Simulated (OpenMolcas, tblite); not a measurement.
# CH3ClFIn (SMILES [CH3][In]([F])[Cl]): methods side by side

The species is CH3ClFIn (7 atoms), meant as a singlet with charge 0. As SMILES, `[CH3][In]([F])[Cl]`. Geometry: relaxed at PBE0-D4/def2-TZVP.

Each level gives the HOMO–LUMO gap (eV). The values are calculated.

```json
{"level": "IPEA1-xTB", "kind": "semi-empirical", "program": "tblite", "value (eV)": "4.78"}
{"level": "HF/def2-SVP (core potential)", "kind": "Hartree–Fock", "program": "OpenMolcas", "value (eV)": "13.02"}
{"level": "SVWN5/def2-SVP (core potential)", "kind": "LDA", "program": "OpenMolcas", "value (eV)": "4.74"}
{"level": "BLYP/def2-SVP (core potential)", "kind": "GGA", "program": "OpenMolcas", "value (eV)": "4.71"}
{"level": "PBE/def2-SVP (core potential)", "kind": "GGA", "program": "OpenMolcas", "value (eV)": "4.86"}
{"level": "M06-L/def2-SVP (core potential)", "kind": "meta-GGA", "program": "OpenMolcas", "value (eV)": "5.44"}
{"level": "BHLYP/def2-SVP (core potential)", "kind": "global hybrid", "program": "OpenMolcas", "value (eV)": "9.21"}
{"level": "M06-2X/def2-SVP (core potential)", "kind": "hybrid meta-GGA", "program": "OpenMolcas", "value (eV)": "9.11"}
{"level": "B2PLYP/def2-SVP (core potential)", "kind": "double hybrid", "program": "OpenMolcas", "value (eV)": "9.42"}
```

The values span 4.71 to 13.02 eV. Orbital gaps aren't excitation energies, and those of double hybrids come from the SCF part alone; they tend to grow with the share of exact exchange.

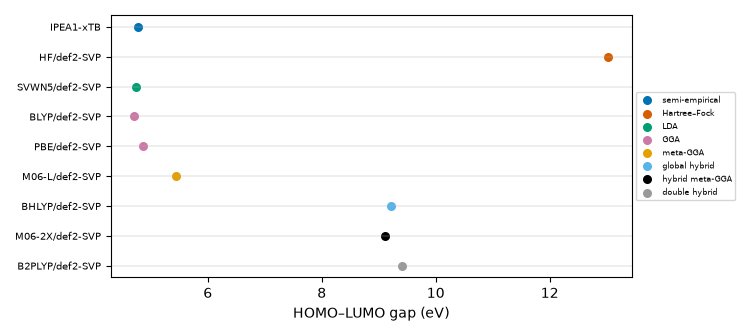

The values of the table, level by level.
